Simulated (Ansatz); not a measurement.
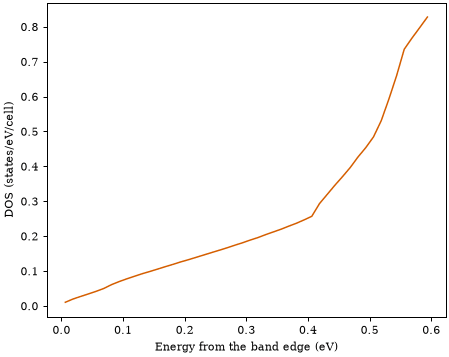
Density of states of YN (Fm-3m) below the valence band maximum, HSE06 with spin-orbit coupling, rigid bands (Ansatz, an electronic-structure program); cell volume 28.6 Å³.

Task: What effective density of states at 300 K does this give (∫ g(E) exp(−E/k_BT) dE, both spins, divided by the cell's size)?

Result: 2.1e19 cm⁻³, a density-of-states mass of 0.89 mₑ, valleys and band degeneracy included.

Geometry: cell and atoms relaxed with PBEsol.
